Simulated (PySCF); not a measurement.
# CH5BiO (SMILES [H][Bi]([H])[O]C): what the fields show

The calculation's input:

```
{"job": {"kind": "uv", "xc": "CAM-B3LYP", "basis": "def2-SVPD", "ip": true, "nstates": 10}, "charge": 0, "multiplicity": 1}
Bi     0.902462     1.440557     0.415346
H      2.353788     1.377990    -0.647462
H      0.170160     2.665838    -0.684690
O     -0.016911    -0.185920    -0.578605
C     -0.695222    -1.106848     0.214100
H     -0.052176    -1.624758     0.957134
H     -1.107640    -1.889352    -0.447838
H     -1.554462    -0.677506     0.772025
```

Command:

```sh
OMP_NUM_THREADS=1 python probes_run.py task.json out
```

Geometry: PBE0-D3(BJ)/def2-SVP; core potentials replace the inner electrons of Bi.

Level of theory: CAM-B3LYP/def2-SVPD, SCF density, gas phase, scalar-relativistic core potentials on the heavy atoms (PySCF).

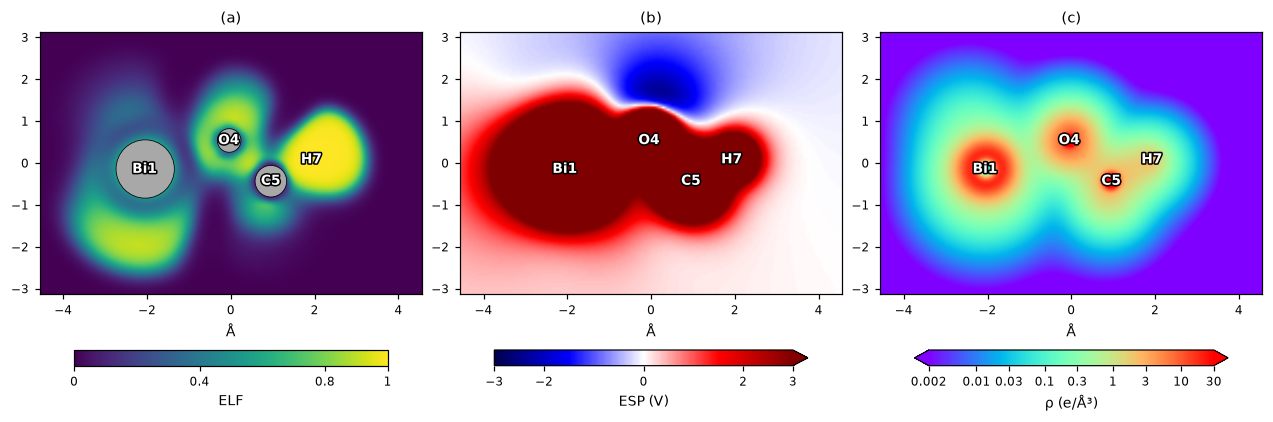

Figure 1. (a) ELF; (b) electrostatic potential; (c) electron density on the plane of atoms Bi1, O4 and C5. Grey discs cover the atomic cores in the ELF map.

### Interpret the plot.

Atoms in the plane: Bi, O, C and H. C–O (1.39 Å): ρ at the midpoint is about 2.1 e/Å³, with its minimum of 1.8 e/Å³ about 0.5 Å from C; the ELF peaks at about 0.90 between the atoms; a polar covalent bond. Bi–O (2.12 Å): the density is about 0.67 e/Å³ at the midpoint; the ELF peaks at about 0.85 in the valence shell of O, 0.6 Å from its nucleus, and drops to about 0.15 between the two atoms. C–H (1.10 Å): the density is about 1.9 e/Å³ at the midpoint; the ELF climbs to about 1 towards the hydrogen, as it does in any bond to H: an ordinary covalent bond to hydrogen. The ELF also peaks beside O4, away from the bonds: lone-pair regions. Outside the dense part of the molecule the potential is most negative (−2.4 V) near O4.

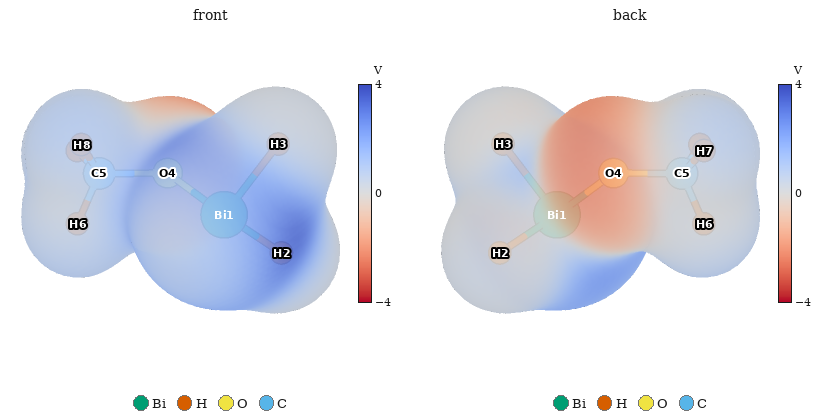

Figure 2. The electrostatic potential painted on the density surface at 0.004 e/bohr³, seen from the front and from behind; the colour scale runs from red (negative) to blue (positive).

### Describe the electrostatic potential map.

The most negative region (about −2.1 V) lies over O4, the most positive (about +3.1 V) over Bi1. O4 is the likeliest acceptor of a hydrogen bond.

### How polar is the molecule by this calculation?

Its dipole moment is 2.65 D.
